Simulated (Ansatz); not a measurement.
## A computed series for MoS2: pressure series

Start from MoS2 in the 2H-MoS2 type structure (space group P6_3/mmc, No. 194; layered, stacked along the Cartesian z axis).

```yaml
crystal:
  lattice:
    - [3.14944, 0.00000, 0.00000]
    - [-1.57472, 2.72750, 0.00000]
    - [0.00000, 0.00000, 12.09152]
  atoms:
    - { symbol: Mo, position: [0.33333, 0.66667, 0.25000] }
    - { symbol: Mo, position: [0.66667, 0.33333, 0.75000] }
    - { symbol: S, position: [0.33333, 0.66667, 0.62050] }
    - { symbol: S, position: [0.66667, 0.33333, 0.12050] }
    - { symbol: S, position: [0.66667, 0.33333, 0.37950] }
    - { symbol: S, position: [0.33333, 0.66667, 0.87950] }
```

Cell and atoms are relaxed at each pressure.

Levels (all Ansatz, a first-principles code, PAW, earlier PAW set): PBE-D3(BJ) (420 eV, no spin-orbit coupling); r2SCAN+rVV10 (500 eV, without spin-orbit coupling).

The base cell above is that of PBE-D3(BJ); each level relaxes its own structures.

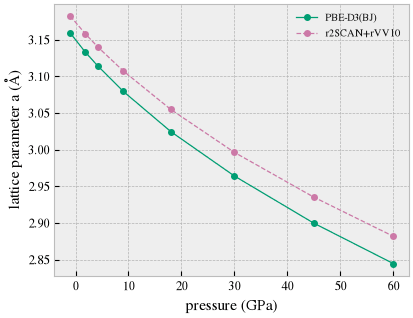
Figure. Lattice parameter a under two levels

### Question
How do the two levels compare along the series?

### Answer
PBE-D3(BJ) lies below r2SCAN+rVV10 in every row, by 0.023 Å to 0.037 Å. They put the cases in the same order.

The mesh was chosen for an insulator and is coarse for the gapless case. Load acts through the strain it causes; cell and atoms are relaxed under it. Whether these cells are dynamically stable was not tested. No other phases were tried under pressure. All final runs are without spin polarisation.
